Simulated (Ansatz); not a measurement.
**WCl+ (triplet): the correlation ladder, def2-SVP**

How much of the correlation energy of WCl+ (triplet) does each wave-function method recover here?

Program: Ansatz 0.2.0, Gaussian basis. Level of theory: def2-SVP, core rule «outside noble gas», up to 9 orbitals frozen. These are calculated values, not measurements.

To be run: UHF; CCSD(T) on ROHF; CCSD(T) on UHF; CISD; CCSDT(Q) on ROHF; CCSDT(Q) on UHF; CASSCF and MRCISD+Q, 12 electrons in 10 orbitals; CASSCF and NEVPT2, 12 electrons in 10 orbitals.

22 further runs of the same task are left out: 5 for a known fault of the program, 7 that didn't finish, 10 set aside as unsound or not needed.

## (1) The geometry

The geometry is a PBE0/def2-TZVP stationary point (not a proven minimum) of the parent state, kept for this charge and spin. No spin-orbit coupling is included. Elements past krypton take def2 core potentials.

2 atoms, charge 1, spin multiplicity 3.

Atoms are counted from 1 here; the program's logs count them from 0.

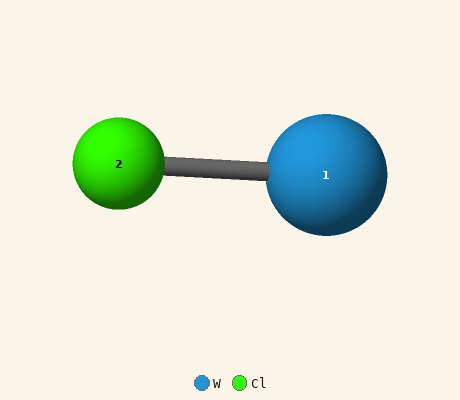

The structure; tungsten blue, chlorine green; atoms are numbered from 1 in the order of the file.

In the tables R marks a restricted open-shell determinant and U an unrestricted one; 'valence' is the active space of 12 electrons in 10 orbitals; energies count from the table's Hartree-Fock row.

## (2) UHF

Input file in.yaml:

```yaml
crystal:
  periodic: [false, false, false]
  atoms:
    - {symbol: W, position_ang: [0.000000, 0.000000, 0.000000]}
    - {symbol: Cl, position_ang: [0.000000, 0.000000, 2.233000]}
basis:
  gaussian: {orbitals: def2-SVP}
total_charge: 1
magnetization: {spin_polarized: true, initial_magnetization: 2}
hamiltonian: {xc: hf}
output: {orbitals: {seedname: orbitals}}
```

Run with:

```console
> ansatz run in.yaml --threads 1 --pin off --events-out ev --progress --plain --max-ram 2393MiB
```

Log, cut to the lines that bear on the results:

```text
Functional definition: HF
  name "HF"
  cite "Fock, Z. Phys. 61, 126 (1930) doi:10.1007/BF01340294"
  parent pbe
[...]
475 factors; integrals over basis functions are off by at most 1.2e-3 eV
[...]
mean field -14297.84475861 eV, -525.4361034515 hartree, gradient 2.9e-6 eV, S^2 2.993913; 13 other end points of the search recorded, 0 dependent functions left out
reference -14297.84475861 eV, -525.4361034515 hartree; 16, 14 occupied and 34, 36 virtual orbitals, 475 factors
Total energy: -14297.84475861 eV, -525.4361034515 hartree
```

It took 4.9 s on 1 thread of Arm Neoverse V2, shared host.

From the report: ⟨S²⟩ of the determinant 2.994 (pure triplet: 2.00). The determinant is far from a pure spin state, so its energy mixes those of several spin states (harmless only where they are near-degenerate, as at dissociation).

## (3) CCSD(T) on ROHF

Input file in.yaml:

```yaml
crystal:
  periodic: [false, false, false]
  atoms:
    - {symbol: W, position_ang: [0.000000, 0.000000, 0.000000]}
    - {symbol: Cl, position_ang: [0.000000, 0.000000, 2.233000]}
basis:
  gaussian: {orbitals: def2-SVP}
total_charge: 1
magnetization: {spin_polarized: false, initial_magnetization: 2}
correlation: {method: ccsd_t, electrons: outside_noble_gas}
output: {forces: true}
```

Launched as before.

Log, cut to the lines that bear on the results:

```text
Functional definition: HF
  name "HF"
  cite "Fock, Z. Phys. 61, 126 (1930) doi:10.1007/BF01340294"
  parent pbe
[...]
475 factors; integrals over basis functions are off by at most 1.2e-3 eV
[...]
mean field -14296.87769572 eV, -525.4005645461 hartree, gradient 2.4e-6 eV, S^2 2.000000; 51 other end points of the search recorded, 0 dependent functions left out
[...]
determinant -14296.87769572 eV, -525.4005645461 hartree, with singles and doubles -14303.32352984 eV, -525.6374445807 hartree
determinant -14296.84170652 eV, -525.3992419672 hartree, with singles and doubles -14303.34312936 eV, -525.6381648498 hartree
determinant -14296.83490021 eV, -525.3989918398 hartree, with singles and doubles -14303.30912826 eV, -525.6369153324 hartree
determinant -14296.83490021 eV, -525.3989918398 hartree, with singles and doubles -14303.30912852 eV, -525.6369153420 hartree
[...]
unrestricted determinant -14297.84475861 eV, -525.4361034515 hartree, S^2 2.9939
9 core orbitals not correlated: weight in the atoms' cores, before any rotation towards them, 0.998 or more for the frozen orbitals, at most 0.001 for the correlated occupied ones
reference -14296.83490021 eV, -525.3989918398 hartree; 7, 5 occupied and 34, 36 virtual orbitals, 475 factors
second order -5.71415559 eV of doubles, -0.02196736 eV of singles
cycle   1  -6.55303533 eV  change   -7.4e-7 eV  update   6.2e-6
[...]
cycle  17  -6.55303234 eV  change    4.5e-7 eV  update   1.2e-6
perturbative correction -0.37416051 eV, -0.0137501450 hartree
WARN: the results are in doubt because among natural orbitals the method converges to other amplitudes
[...]
Total energy: -14303.76209305 eV, -525.6535614814 hartree
Atom 0 at     0.000000     0.000000     0.000000 Å, force     0.000002    -0.000000     1.088315 eV/Å
Atom 1 at     0.000000     0.000000     2.233000 Å, force    -0.000002    -0.000000    -1.088315 eV/Å
Dipole moment:     0.000000     0.000000    -0.623603 e Å
In doubt: among natural orbitals the method converges to other amplitudes
```

It took 90 s on 1 thread of Arm Neoverse V2, shared host.

From the report: correlation -6.9272 eV; T1 0.062; largest double amplitude 0.27. The program marks this result as in doubt; its last lines say why.

## (4) CCSD(T) on UHF

Edit in.yaml of step 3 so:

```diff
@@ -8,3 +8,3 @@
 total_charge: 1
-magnetization: {spin_polarized: false, initial_magnetization: 2}
+magnetization: {spin_polarized: true, initial_magnetization: 2}
 correlation: {method: ccsd_t, electrons: outside_noble_gas}
```

The command is unchanged.

Log, cut to the lines that bear on the results:

```text
Functional definition: HF
  name "HF"
  cite "Fock, Z. Phys. 61, 126 (1930) doi:10.1007/BF01340294"
  parent pbe
[...]
475 factors; integrals over basis functions are off by at most 1.2e-3 eV
[...]
mean field -14297.84475861 eV, -525.4361034515 hartree, gradient 3.1e-8 eV, S^2 2.993913; 57 other end points of the search recorded, 0 dependent functions left out
determinant -14297.84475861 eV, -525.4361034515 hartree, with singles and doubles -14304.05616402 eV, -525.6643683902 hartree
determinant -14297.84463429 eV, -525.4360988829 hartree, with singles and doubles -14304.05891797 eV, -525.6644695961 hartree
determinant -14297.77893227 eV, -525.4336843783 hartree, with singles and doubles -14303.98343729 eV, -525.6616957323 hartree
determinant -14297.75309286 eV, -525.4327347976 hartree, with singles and doubles -14303.92678295 eV, -525.6596137235 hartree
[...]
9 core orbitals not correlated: weight in the atoms' cores, before any rotation towards them, 0.997 or more for the frozen orbitals, at most 0.002 for the correlated occupied ones
reference -14297.84463429 eV, -525.4360988829 hartree; 7, 5 occupied and 34, 36 virtual orbitals, 475 factors
second order -5.50516177 eV of doubles, -0.00000000 eV of singles
cycle   1  -6.52291815 eV  change    7.6e-7 eV  update   5.9e-6
[...]
cycle   5  -6.52292525 eV  change    1.4e-6 eV  update   1.4e-6
perturbative correction -0.54813686 eV, -0.0201436581 hartree
WARN: the results are in doubt because among natural orbitals the method converges to other amplitudes
[...]
Total energy: -14304.91569640 eV, -525.6959556226 hartree
Atom 0 at     0.000000     0.000000     0.000000 Å, force     0.000000    -0.000000     0.496583 eV/Å
Atom 1 at     0.000000     0.000000     2.233000 Å, force    -0.000000     0.000000    -0.496583 eV/Å
Dipole moment:     0.000000     0.000000    -0.715311 e Å
In doubt: among natural orbitals the method converges to other amplitudes
```

Wall time 52 s (1 thread of Arm Neoverse V2, shared host).

From the report: ⟨S²⟩ of the determinant 2.996 (pure triplet: 2.00); correlation -7.0711 eV; T1 0.036; largest double amplitude 0.40. The determinant is far from a pure spin state, so its energy mixes those of several spin states (harmless only where they are near-degenerate, as at dissociation). Mind the lines of doubt at the end of the log.

## (5) CISD

Input file in.yaml:

```yaml
crystal:
  periodic: [false, false, false]
  atoms:
    - {symbol: W, position_ang: [0.000000, 0.000000, 0.000000]}
    - {symbol: Cl, position_ang: [0.000000, 0.000000, 2.233000]}
basis:
  gaussian: {orbitals: def2-SVP}
total_charge: 1
magnetization: {spin_polarized: false, initial_magnetization: 2}
correlation: {active_space: {ras: {orbitals: [5, 2, 34], electrons: 12, max_holes: 2, max_particles: 2}, fixed_orbitals: true}}
```

Same command.

Log, cut to the lines that bear on the results:

```text
Functional definition: HF
  name "HF"
  cite "Fock, Z. Phys. 61, 126 (1930) doi:10.1007/BF01340294"
  parent pbe
[...]
475 factors; integrals over basis functions are off by at most 1.2e-3 eV
[...]
mean field -14296.87769572 eV, -525.4005645461 hartree, gradient 2.4e-6 eV, S^2 2.000000; 32 other end points of the search recorded, 0 dependent functions left out
reference -14296.87769572 eV, -525.4005645461 hartree; 16, 14 occupied and 34, 36 virtual orbitals, 475 factors
state -14302.76308211 eV, -525.6168485067 hartree
Total energy: -14302.76308211 eV, -525.6168485067 hartree
```

Wall time 12 s (1 thread of Arm Neoverse V2, shared host).

From the report: 127,638 determinants.

## (6) CCSDT(Q) on ROHF

Edit in.yaml of step 5 so:

```diff
@@ -9,2 +9,2 @@
 magnetization: {spin_polarized: false, initial_magnetization: 2}
-correlation: {active_space: {ras: {orbitals: [5, 2, 34], electrons: 12, max_holes: 2, max_particles: 2}, fixed_orbitals: true}}
+correlation: {method: ccsdt_q, electrons: outside_noble_gas}
```

Same command.

Log, cut to the lines that bear on the results:

```text
Functional definition: HF
  name "HF"
  cite "Fock, Z. Phys. 61, 126 (1930) doi:10.1007/BF01340294"
  parent pbe
[...]
856 factors; integrals over basis functions are off by at most 2.2e-7 eV
[...]
mean field -14296.87777032 eV, -525.4005672873 hartree, gradient 2.3e-6 eV, S^2 2.000000; 51 other end points of the search recorded, 0 dependent functions left out
[...]
determinant -14296.87777032 eV, -525.4005672873 hartree, with singles and doubles -14303.32360193 eV, -525.6374472298 hartree
determinant -14296.84178086 eV, -525.3992446993 hartree, with singles and doubles -14303.34320001 eV, -525.6381674461 hartree
determinant -14296.83497473 eV, -525.3989945787 hartree, with singles and doubles -14303.30919888 eV, -525.6369179275 hartree
determinant -14296.83256265 eV, -525.3989059361 hartree, with singles and doubles -14303.35981779 eV, -525.6387781382 hartree
[...]
determinant -14296.59780629 eV, -525.3902787992 hartree, with singles and doubles -14302.99606158 eV, -525.6254103440 hartree
determinant -14296.51596915 eV, -525.3872713399 hartree, with singles and doubles -14302.98527467 eV, -525.6250139326 hartree
determinant -14296.38190493 eV, -525.3823445704 hartree, with singles and doubles -14302.88788827 eV, -525.6214350482 hartree
[...]
unrestricted determinant -14297.84483886 eV, -525.4361064007 hartree, S^2 2.9939
9 core orbitals not correlated: weight in the atoms' cores, before any rotation towards them, 0.998 or more for the frozen orbitals, at most 0.001 for the correlated occupied ones
reference -14296.83497473 eV, -525.3989945787 hartree; 7, 5 occupied and 34, 36 virtual orbitals, 856 factors
second order -5.71417128 eV of doubles, -0.02196738 eV of singles
cycle   1  -6.00469292 eV  change   -2.7e-1 eV  update   1.3e-1
[...]
cycle  43  -7.05037716 eV  change    1.5e-7 eV  update   7.7e-7
perturbative correction -0.04211406 eV, -0.0015476633 hartree
Total energy: -14303.92746596 eV, -525.6596388237 hartree
```

It took 5.3 min on 1 thread of Arm Neoverse V2, shared host; peak memory 0.9 GiB.

From the report: correlation -7.0925 eV; T1 0.081; largest double amplitude 0.44.

## (7) CCSDT(Q) on UHF

Edit in.yaml of step 6 so:

```diff
@@ -8,3 +8,3 @@
 total_charge: 1
-magnetization: {spin_polarized: false, initial_magnetization: 2}
+magnetization: {spin_polarized: true, initial_magnetization: 2}
 correlation: {method: ccsdt_q, electrons: outside_noble_gas}
```

Same command.

Log, cut to the lines that bear on the results:

```text
Functional definition: HF
  name "HF"
  cite "Fock, Z. Phys. 61, 126 (1930) doi:10.1007/BF01340294"
  parent pbe
[...]
856 factors; integrals over basis functions are off by at most 2.2e-7 eV
[...]
mean field -14297.84483886 eV, -525.4361064007 hartree, gradient 5.1e-8 eV, S^2 2.993914; 57 other end points of the search recorded, 0 dependent functions left out
determinant -14297.84483886 eV, -525.4361064007 hartree, with singles and doubles -14304.05623352 eV, -525.6643709444 hartree
determinant -14297.84471452 eV, -525.4361018315 hartree, with singles and doubles -14304.05898764 eV, -525.6644721564 hartree
determinant -14297.77901342 eV, -525.4336873605 hartree, with singles and doubles -14303.98350691 eV, -525.6616982907 hartree
determinant -14297.75317347 eV, -525.4327377599 hartree, with singles and doubles -14303.92685325 eV, -525.6596163071 hartree
[...]
determinant -14297.23770717 eV, -525.4137947227 hartree, with singles and doubles -14304.28323377 eV, -525.6727130496 hartree
determinant -14296.94952532 eV, -525.4032042349 hartree, with singles and doubles -14304.28487198 eV, -525.6727732527 hartree
9 core orbitals not correlated: weight in the atoms' cores, before any rotation towards them, 0.997 or more for the frozen orbitals, at most 0.002 for the correlated occupied ones
reference -14297.84471452 eV, -525.4361018315 hartree; 7, 5 occupied and 34, 36 virtual orbitals, 856 factors
second order -5.50516357 eV of doubles, -0.00000000 eV of singles
cycle   1  -5.76529670 eV  change   -2.6e-1 eV  update   1.2e-1
[...]
cycle  48  -7.20931577 eV  change   -2.5e-7 eV  update   3.0e-7
perturbative correction -0.07908263 eV, -0.0029062330 hartree
WARN: the results are in doubt because among natural orbitals full CI differs from the method by +1.563 eV
Total energy: -14305.13311292 eV, -525.7039455323 hartree
In doubt: among natural orbitals full CI differs from the method by +1.563 eV
```

Wall time 2.1 min (1 thread of Arm Neoverse V2, shared host); peak memory 0.51 GiB.

From the report: ⟨S²⟩ of the determinant 2.996 (pure triplet: 2.00); correlation -7.2884 eV; T1 0.045; largest double amplitude 0.67. The determinant is far from a pure spin state, so its energy mixes those of several spin states (harmless only where they are near-degenerate, as at dissociation). Mind the lines of doubt at the end of the log.

## (8) CASSCF and MRCISD+Q, 12 electrons in 10 orbitals

Input file in.yaml:

```yaml
crystal:
  periodic: [false, false, false]
  atoms:
    - {symbol: W, position_ang: [0.000000, 0.000000, 0.000000]}
    - {symbol: Cl, position_ang: [0.000000, 0.000000, 2.233000]}
basis:
  gaussian: {orbitals: def2-SVP}
total_charge: 1
magnetization: {spin_polarized: false, initial_magnetization: 2}
correlation: {method: fic_mrcisd_q, electrons: outside_noble_gas, active_space: {window: {electrons: 12, orbitals: 10}, shells: [{species: Cl, l: s, shell: 3}, {species: Cl, l: p, shell: 3}, {species: W, l: s, shell: 6}, {species: W, l: d, shell: 5}]}}
```

Launched as before.

Log, cut to the lines that bear on the results:

```text
Functional definition: HF
  name "HF"
  cite "Fock, Z. Phys. 61, 126 (1930) doi:10.1007/BF01340294"
  parent pbe
[...]
856 factors; integrals over basis functions are off by at most 2.2e-7 eV
[...]
mean field -14296.87777032 eV, -525.4005672873 hartree, gradient 2.3e-6 eV, S^2 2.000000; 32 other end points of the search recorded, 0 dependent functions left out
reference -14296.87777032 eV, -525.4005672873 hartree; 16, 14 occupied and 34, 36 virtual orbitals, 856 factors
state -14298.48821056 eV, -525.4597498746 hartree
contracted CI cycle   1: correlation 0.00000000 eV, 0.0000000000 hartree, residual 1.90e1 eV
contracted CI cycle   2: correlation -4.79771924 eV, -0.1763129301 hartree, residual 3.34e0 eV
contracted CI cycle   3: correlation -4.96407207 eV, -0.1824262839 hartree, residual 6.90e-1 eV
contracted CI cycle   4: correlation -4.97175191 eV, -0.1827085126 hartree, residual 1.87e-1 eV
contracted CI cycle   5: correlation -4.97233510 eV, -0.1827299445 hartree, residual 5.25e-2 eV
contracted CI cycle   6: correlation -4.97238793 eV, -0.1827318862 hartree, residual 1.61e-2 eV
contracted CI cycle   7: correlation -4.97239314 eV, -0.1827320776 hartree, residual 5.15e-3 eV
contracted CI cycle   8: correlation -4.97239360 eV, -0.1827320945 hartree, residual 1.45e-3 eV
state -14298.48821056 eV, -525.4597498746 hartree; corrected -14303.84952893 eV, -525.6567746909 hartree
Total energy: -14303.84952893 eV, -525.6567746909 hartree
Checks for a lower state left out: starts, orbital_swaps
```

It took 22 s on 1 thread of Arm Neoverse V2, shared host; peak memory 0.56 GiB.

From the report: 11,024 determinants; active occupations 2.00, 1.99, 1.96, 1.96, 1.21, 1.00, 1.00, 0.79, 0.06, 0.04.

## (9) CASSCF and NEVPT2, 12 electrons in 10 orbitals

Input file in.yaml:

```yaml
crystal:
  periodic: [false, false, false]
  atoms:
    - {symbol: W, position_ang: [0.000000, 0.000000, 0.000000]}
    - {symbol: Cl, position_ang: [0.000000, 0.000000, 2.233000]}
basis:
  gaussian: {orbitals: def2-SVP}
total_charge: 1
magnetization: {spin_polarized: false, initial_magnetization: 2}
correlation: {method: sc_nevpt2, electrons: outside_noble_gas, active_space: {window: {electrons: 12, orbitals: 10}, shells: [{species: Cl, l: s, shell: 3}, {species: Cl, l: p, shell: 3}, {species: W, l: s, shell: 6}, {species: W, l: d, shell: 5}]}}
```

The command is unchanged.

Log, cut to the lines that bear on the results:

```text
Functional definition: HF
  name "HF"
  cite "Fock, Z. Phys. 61, 126 (1930) doi:10.1007/BF01340294"
  parent pbe
[...]
856 factors; integrals over basis functions are off by at most 2.2e-7 eV
[...]
mean field -14296.87777032 eV, -525.4005672873 hartree, gradient 2.3e-6 eV, S^2 2.000000; 32 other end points of the search recorded, 0 dependent functions left out
reference -14296.87777032 eV, -525.4005672873 hartree; 16, 14 occupied and 34, 36 virtual orbitals, 856 factors
state -14298.48821056 eV, -525.4597498746 hartree
state -14298.48821056 eV, -525.4597498746 hartree; corrected -14302.70747294 eV, -525.6148049072 hartree
Total energy: -14302.70747294 eV, -525.6148049072 hartree
Checks for a lower state left out: starts, orbital_swaps
```

Run time: 19 s. Hardware: 1 thread of Arm Neoverse V2, shared host.

From the report: 11,024 determinants; active occupations 2.00, 1.99, 1.96, 1.96, 1.21, 1.00, 1.00, 0.79, 0.06, 0.04.

## (10) How many determinants matter

Natural occupations of the CASSCF valence state about the gap (report; correlated orbitals 2 to 10): 1.990, 1.964, 1.959, 1.209, 1.004, 0.997, 0.786, 0.055, 0.037. The count of effectively unpaired electrons, Σ n²(2 − n)², is 3.85; a single determinant of this spin has 2.

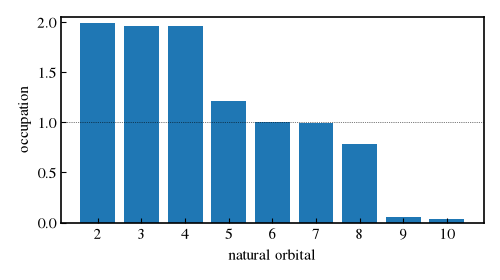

Natural occupations of the CASSCF valence state.

## (11) Misses and costs

No level here is safe as a reference; RCCSDT(Q) serves as a yardstick only. Rows without a time come out of other runs: HF, MP2 and CCSD of CCSD(T), CCSDT of CCSDT(Q), CASSCF and MRCISD of the multireference runs. The times of RCCSD(T), UCCSD(T) include forces.

Differences are taken before rounding.

| method | energy from the lowest RHF (kcal/mol) | from RCCSDT(Q) (kcal/mol) | time |
| --- | --- | --- | --- |
| RHF | 0.00 | +162.57 |  |
| UHF | -22.30 | +140.27 | 4.9 s |
| RMP2 | -131.29 | +31.28 |  |
| UMP2 | -149.25 | +13.32 |  |
| RCCSD | -150.13 | +12.44 |  |
| UCCSD | -172.72 | -10.15 |  |
| RCCSD(T) | -158.76 | +3.81 | 90 s |
| UCCSD(T) | -185.36 | -22.79 | 52 s |
| RCCSDT | -161.60 | +0.97 |  |
| UCCSDT | -188.55 | -25.98 |  |
| RCCSDT(Q) | -162.57 | 0 | 5.3 min |
| UCCSDT(Q) | -190.37 | -27.80 | 2.1 min |
| CASSCF valence | -37.14 | +125.43 |  |
| NEVPT2 valence | -134.44 | +28.13 | 19 s |
| MRCISD valence | -151.81 | +10.77 |  |
| MRCISD+Q valence | -160.77 | +1.80 | 22 s |

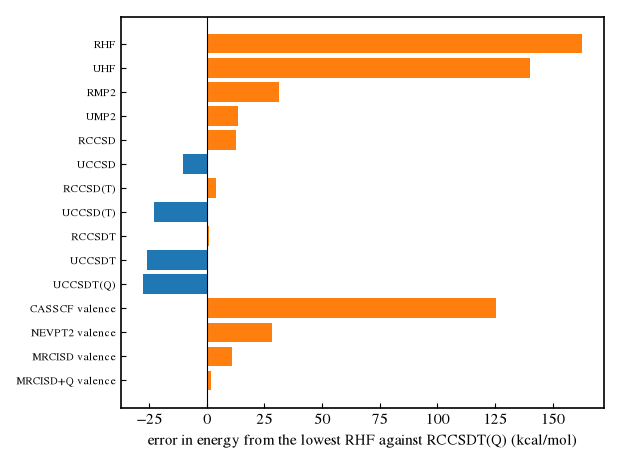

How far each level lands from RCCSDT(Q).

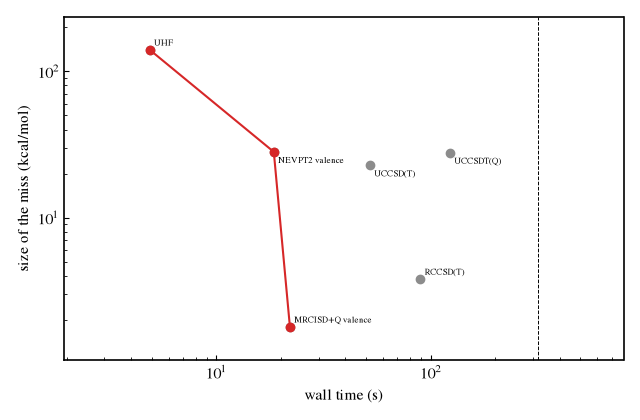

Miss against cost. Red marks the levels that no quicker level drawn beats (of those quicker than the yardstick), and the dashed line is the time of RCCSDT(Q). Times are from a shared host.

Not comparable, so not listed: CISD (they don't share determinant, frozen orbitals or solution with the rows shown, or repeat one).

The program flags RCCSD(T), UCCSD(T), UCCSDT(Q) as in doubt (see the logs), so those rows may rest on another solution; read them beside their warnings.

## (12) Outcome

```
                       quantity            value
 RCCSDT(Q) below the RHF energy       -7.0498 eV
            RMP2 from RCCSDT(Q)  +31.28 kcal/mol
            UMP2 from RCCSDT(Q)  +13.32 kcal/mol
           RCCSD from RCCSDT(Q)  +12.44 kcal/mol
        RCCSD(T) from RCCSDT(Q)   +3.81 kcal/mol
        UCCSD(T) from RCCSDT(Q)  -22.79 kcal/mol
       UCCSDT(Q) from RCCSDT(Q)  -27.80 kcal/mol
  NEVPT2 valence from RCCSDT(Q)  +28.13 kcal/mol
MRCISD+Q valence from RCCSDT(Q)   +1.80 kcal/mol
                  T1 diagnostic            0.062
 effectively unpaired electrons             3.85
```

RCCSD(T) lands +3.81 kcal/mol from the yardstick (2.3 % of the correlation energy). CCSD(T) misses by +3.81 kcal/mol on the restricted determinant and by -22.79 kcal/mol on the unrestricted one; the two need not hold the same state or core. With 3.9 effectively unpaired electrons against 2 the state is strongly multireference. Coupled cluster took another determinant than the lowest Hartree-Fock one. Warnings: spin contamination; coupled cluster took another determinant than the lowest; large T1 diagnostic.
